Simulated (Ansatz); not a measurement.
| atom | x (Å) | y (Å) | z (Å) |
| --- | --- | --- | --- |
| Si | -0.0985 | -0.1638 | 0.1635 |
| F | -0.6442 | -1.1379 | 1.3529 |
| H | 1.3726 | -0.0392 | 0.2777 |
| H | -0.7639 | 1.1543 | 0.2748 |
| H | -0.4565 | -0.8071 | -1.1246 |
| O | 0.2587 | 0.4890 | 3.4568 |
| H | -0.1812 | -0.2965 | 3.0574 |

Method: Ansatz 0.2.0, UKS B3LYP/6-31G*.

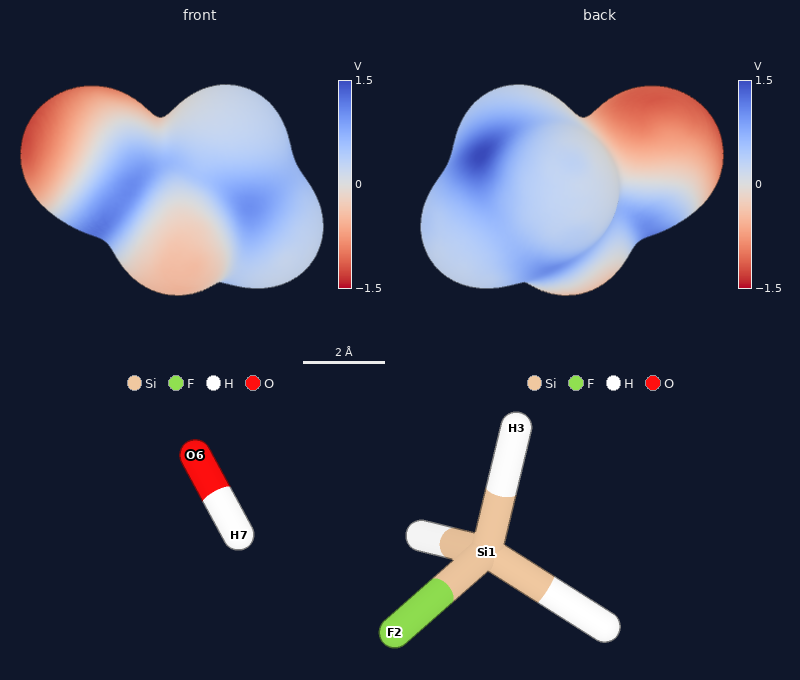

FH3Si···OH (doublet). The molecular electrostatic potential painted on the density surface at 0.001 e/bohr³, seen from the front and from behind; the colour scale runs from red (negative) to blue (positive). The bare structure is drawn below in the same view.

Question: Where is the surface potential most negative and most positive?

Answer: The most negative region (about −1.2 V) lies over O6, the most positive (about +1.4 V) over Si1. O6 is the likeliest acceptor of a hydrogen bond.
